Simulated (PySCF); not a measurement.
# Two runs on C₅H₅B

System: C₅H₅B.
Method of run 1: GIAO PBE0/6-31G* NMR shielding, non-relativistic, gas phase (PySCF 2.14.0).

The geometry comes from this level: PBE0-D3(BJ)/def2-SVP. Text and figures count atoms from 1; the logs count them from 0 in places.

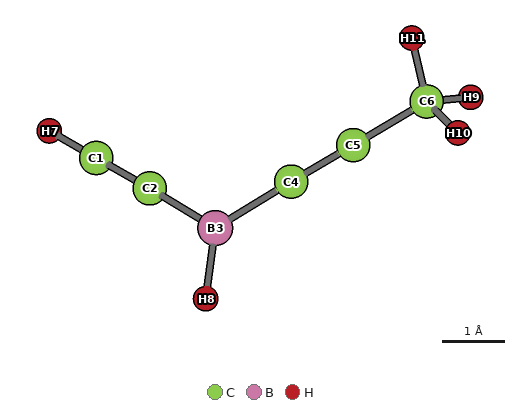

Figure 1. The structure (ball-and-stick view, seen at a tilt; atoms are numbered from 1 in the order of the input). Bond lengths as drawn: B–C 1.51 to 1.52 Å, B–H 1.21 Å, C–C 1.22 to 1.45 Å and C–H 1.08 to 1.10 Å.

Input file, run 1:
```
{"job": {"kind": "nmr", "xc": "PBE0", "basis": "6-31G*", "pop": true}, "charge": 0, "multiplicity": 1}
C      3.463500    -0.607761     0.317256
C      2.486541     0.106693     0.166374
B      1.291068     1.024003    -0.023482
C     -0.118894     0.491085    -0.062824
C     -1.270512     0.081268    -0.096277
C     -2.630050    -0.415043    -0.140009
H      4.321283    -1.242731     0.450298
H      1.484219     2.212388    -0.145121
H     -2.825567    -0.890969    -1.114598
H     -3.365733     0.392668    -0.004350
H     -2.797633    -1.177351     0.637021
```

The first line tells a small driver script what to run in PySCF; the rest is the geometry in Å.

Launched with:
```bash
OMP_NUM_THREADS=1 python <driver script> task.json out
```

Hardware: 1 CPU thread, shared host.

Output (run 1):
```
coarse grid: 9616 points
cycle   1  E = -217.9808664484  dE =  6.091e-01  |g| = 4.221e-01  |ddm| = 3.518e+00
cycle   2  E = -217.9415226116  dE =  3.934e-02  |g| = 5.701e-01  |ddm| = 9.794e-01
cycle   3  E = -218.0165544540  dE = -7.503e-02  |g| = 2.441e-01  |ddm| = 6.592e-01
cycle   4  E = -218.0323586746  dE = -1.580e-02  |g| = 2.617e-02  |ddm| = 2.216e-01
cycle   5  E = -218.0325522800  dE = -1.936e-04  |g| = 8.379e-03  |ddm| = 3.621e-02
cycle   6  E = -218.0325674875  dE = -1.521e-05  |g| = 5.015e-03  |ddm| = 1.046e-02
cycle   7  E = -218.0325738292  dE = -6.342e-06  |g| = 9.000e-04  |ddm| = 4.569e-03
final grid: 94112 points
cycle   8  E = -217.9846641045  dE = -2.024e-05  |g| = 5.644e-03  |ddm| = 2.884e-02
cycle   9  E = -217.9846577540  dE =  6.350e-06  |g| = 7.582e-03  |ddm| = 1.239e-02
cycle  10  E = -217.9846717602  dE = -1.401e-05  |g| = 2.581e-03  |ddm| = 7.887e-03
cycle  11  E = -217.9846735186  dE = -1.758e-06  |g| = 3.386e-04  |ddm| = 2.280e-03
cycle  12  E = -217.9846735345  dE = -1.593e-08  |g| = 2.189e-04  |ddm| = 3.962e-04
cycle  13  E = -217.9846735470  dE = -1.246e-08  |g| = 4.040e-05  |ddm| = 2.065e-04
cycle  14  E = -217.9846735475  dE = -5.070e-10  |g| = 4.207e-06  |ddm| = 4.205e-05
converged SCF energy = -217.9846735475

GIAO shielding tensors (ppm)
atom      isotropic    diamagn.    paramagn.     s11        s22        s33       span
  0 C       79.931     273.189    -193.258     36.831     49.761    153.201    116.370
  1 C      107.994     251.820    -143.826     12.273     22.177    289.532    277.259
  2 B       66.338     205.737    -139.399     20.303     42.578    136.132    115.829
  3 C      106.102     260.978    -154.875     16.945     35.309    266.052    249.107
  4 C       64.881     257.299    -192.418      8.646     32.397    153.599    144.953
  5 C      186.599     254.112     -67.513    180.162    180.755    198.881     18.719
  6 H       27.713      29.902      -2.189     25.474     26.004     31.662      6.188
  7 H       26.112      28.755      -2.644     25.514     26.067     26.753      1.239
  8 H       29.925      29.155       0.770     26.133     28.311     35.331      9.198
  9 H       29.944      28.231       1.712     25.603     28.405     35.823     10.220
 10 H       29.926      29.611       0.315     25.782     28.490     35.506      9.724
```

Run 2 used a changed input.

The two runs side by side:

```tsv
quantity	run 1	run 2
outcome	converged	converged
total energy (hartree)	−217.984674	−218.066227
HOMO (eV)	−7.34	−7.60
LUMO (eV)	−2.06	−2.36
dipole moment (D)	1.95	1.98
shielding of C1 (ppm)	79.9	62.8
shielding of C2 (ppm)	108.0	89.0
shielding of B3 (ppm)	66.3	55.9
shielding of C4 (ppm)	106.1	88.2
shielding of C5 (ppm)	64.9	44.5
shielding of C6 (ppm)	186.6	179.3
shielding of H9 (ppm)	29.9	29.2
SCF iterations	14	14
basis functions	94	216
wall time (shared host)	5.2 s	18 s
```

Which change of the input explains these differences?

The change (lines with − go, lines with + come):
```diff
-"basis": "6-31G*"
+"basis": "def2-TZVP"
```

The total energy of run 2 is 51.2 kcal/mol lower, which measures the change of basis and not a stability. The HOMO goes from −7.34 to −7.60 eV. The LUMO goes from −2.06 to −2.36 eV. The dipole moment goes from 1.95 to 1.98 D. Of all shieldings, the largest change is that of C5, by −20.4 ppm. The number of SCF iterations is the same. The basis functions go from 94 to 216.

Output (run 2):
```
coarse grid: 9616 points
cycle   1  E = -218.0244534698  dE =  5.955e-01  |g| = 4.455e-01  |ddm| = 3.078e+00
cycle   2  E = -217.9798713203  dE =  4.458e-02  |g| = 5.972e-01  |ddm| = 1.192e+00
cycle   3  E = -218.0615508768  dE = -8.168e-02  |g| = 2.498e-01  |ddm| = 5.295e-01
cycle   4  E = -218.0774460229  dE = -1.590e-02  |g| = 3.487e-02  |ddm| = 1.621e-01
cycle   5  E = -218.0777707273  dE = -3.247e-04  |g| = 9.173e-03  |ddm| = 3.545e-02
cycle   6  E = -218.0777919099  dE = -2.118e-05  |g| = 4.026e-03  |ddm| = 1.141e-02
cycle   7  E = -218.0777954165  dE = -3.507e-06  |g| = 1.482e-03  |ddm| = 3.339e-03
final grid: 94112 points
cycle   8  E = -218.0662162334  dE = -3.684e-05  |g| = 6.449e-03  |ddm| = 1.637e-01
cycle   9  E = -218.0662016408  dE =  1.459e-05  |g| = 9.844e-03  |ddm| = 1.255e-02
cycle  10  E = -218.0662252362  dE = -2.360e-05  |g| = 2.574e-03  |ddm| = 7.767e-03
cycle  11  E = -218.0662268887  dE = -1.653e-06  |g| = 4.185e-04  |ddm| = 2.047e-03
cycle  12  E = -218.0662269024  dE = -1.369e-08  |g| = 3.366e-04  |ddm| = 3.867e-04
cycle  13  E = -218.0662269309  dE = -2.851e-08  |g| = 4.688e-05  |ddm| = 1.979e-04
cycle  14  E = -218.0662269316  dE = -6.726e-10  |g| = 6.525e-06  |ddm| = 4.666e-05
converged SCF energy = -218.0662269316

GIAO shielding tensors (ppm)
atom      isotropic    diamagn.    paramagn.     s11        s22        s33       span
  0 C       62.756     268.941    -206.185     13.837     29.334    145.098    131.261
  1 C       89.017     265.587    -176.570    -14.448     -9.419    290.917    305.365
  2 B       55.878     195.349    -139.471      3.146     31.223    133.263    130.117
  3 C       88.183     268.427    -180.244     -7.833      7.311    265.072    272.905
  4 C       44.485     270.218    -225.733    -18.508      8.726    143.236    161.744
  5 C      179.277     235.978     -56.701    171.919    172.955    192.958     21.039
  6 H       27.110      30.480      -3.370     24.652     25.244     31.435      6.783
  7 H       25.619      26.864      -1.245     24.958     25.090     26.809      1.852
  8 H       29.229      27.692       1.537     25.155     27.523     35.008      9.853
  9 H       29.281      27.705       1.576     24.731     27.613     35.499     10.768
 10 H       29.248      27.854       1.394     24.853     27.709     35.180     10.326
```
